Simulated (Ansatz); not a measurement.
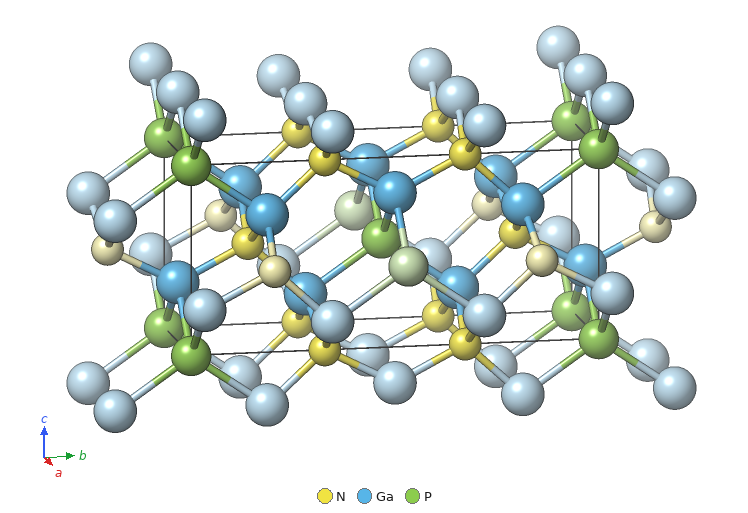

Shown here is a ball-and-stick view of the crystal, taken slightly off an axis. The conventional unit cell is drawn as a box. Atoms of adjacent cells appear where they bond to atoms in the box, in fainter colours.

Ga$_{3}$PN$_{2}$, space group Imm2 (No. 44), a = 3.402 Å, b = 10.249 Å, c = 4.789 Å, α = 90.00°, β = 90.00°, γ = 90.00°. The initial geometry was a structure type filled with these elements by a generator (whether the compound takes this form wasn't checked). Earlier steps of the study, as a rule a relaxation of our own, may have changed the cell and positions, so they can lie some per cent off the listed ones. It was run through Ansatz as a DFT input.

This one geometry was computed with Ansatz (DFT, plane waves, PAW) at five levels of theory: HSE06, PBE0, r2SCAN, PBE with spin-orbit coupling and PBE. It was relaxed beforehand with r2SCAN.

Which level gives the highest pressure at this volume, and what does that say about its equilibrium volume?

Highest: PBE with spin-orbit coupling (4.4 GPa) and PBE (4.4 GPa), which points to the largest equilibrium volume. Lowest, with the smallest volume: HSE06 (0.2 GPa), PBE0 (0.0 GPa) and r2SCAN (0.0 GPa). Levels within 0.5 GPa of each other can't be told apart.

How does the band gap change with the level of theory?

PBE: a gap of 0.15 eV, indirect; PBE with spin-orbit coupling: a gap of 0.16 eV, indirect; r2SCAN: a gap of 0.50 eV, indirect; HSE06: a gap of 1.04 eV, indirect; PBE0: a gap of 1.70 eV, indirect.

Collect the results in a table.

| level | cutoff (eV) | k-mesh of the run's cell | gap (eV) | pressure (GPa) |
| --- | --- | --- | --- | --- |
| HSE06 | 420 | 6×6×6 | 1.04 | 0.2 |
| PBE0 | 420 | 6×6×6 | 1.70 | 0.0 |
| r2SCAN | 500 | 10×10×10 | 0.50 | 0.0 |
| PBE with spin-orbit coupling | 420 | 10×10×10 | 0.16 | 4.4 |
| PBE | 420 | 10×10×10 | 0.15 | 4.4 |

Gaps are taken on the k-mesh or band path of each run.
